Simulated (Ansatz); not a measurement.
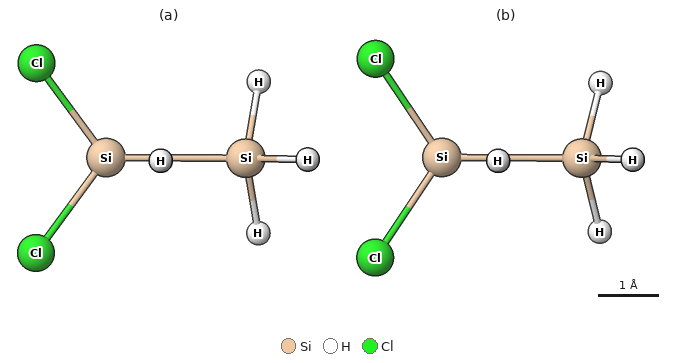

The structure of Si₂H₄Cl₂ before (left) and after (right) a constrained relaxation, at one scale.

The picture is a ball-and-stick view, seen face on.

The reaction that was planned forms Si2–H3 and breaks Si1–Si2, Si1–H3 (atoms numbered from 1 in input order).

Computed with RKS PBE0-D4/def2-SVP (Ansatz).

Input
```yaml
crystal:
  periodic: [false, false, false]
  atoms:
    - {symbol: Si, position_ang: [-0.389600, 1.198700, 0.005500]}
    - {symbol: Si, position_ang: [0.389800, -0.989500, -0.517600]}
    - {symbol: H, position_ang: [-0.097400, -0.228100, 1.275900]}
    - {symbol: Cl, position_ang: [-2.296700, 1.609000, 0.573500]}
    - {symbol: Cl, position_ang: [0.735400, 2.584700, 0.976300]}
    - {symbol: H, position_ang: [-0.750400, -1.336200, -1.364000]}
    - {symbol: H, position_ang: [1.670500, -0.546500, -1.066800]}
    - {symbol: H, position_ang: [0.738400, -2.292000, 0.117200]}
basis:
  gaussian: {orbitals: def2-SVP}
hamiltonian: {xc: pbe0, dispersion: d4}
relax: {f_tol: 0.04, max_steps: 150, escape_saddle: false, constraints: [{distance: [1, 2]}, {distance: [0, 1]}, {distance: [0, 2]}]}
```

Launched with:
```bash
ansatz run in.yaml --threads 4 --pin off --events-out ev --progress --plain --max-ram 9574MiB
```

### What changed between the two?

Over 3 geometry steps the energy falls by 3.57 kcal/mol. Largest force component: 0.88 eV/Å at the start, 0.014 eV/Å at the end. The atom that moves furthest after the best rigid fit is H8 (0.24 Å). Largest moves by element: H 0.24 Å, Cl 0.10 Å, Si 0.03 Å. Some distances before and after: Si1–Cl4 2.032 → 2.071 Å, Si2–H6 1.462 → 1.494 Å, Si2–H8 1.490 → 1.498 Å. Among the angles between lasting bonds that change: Si1–Si2–H8 141.8° → 131.3°, H6–Si2–H7 122.5° → 114.5°, Cl4–Si1–Cl5 104.4° → 108.5°. The run took 7 s on 4 threads of Arm Neoverse V1, with other jobs on the host.
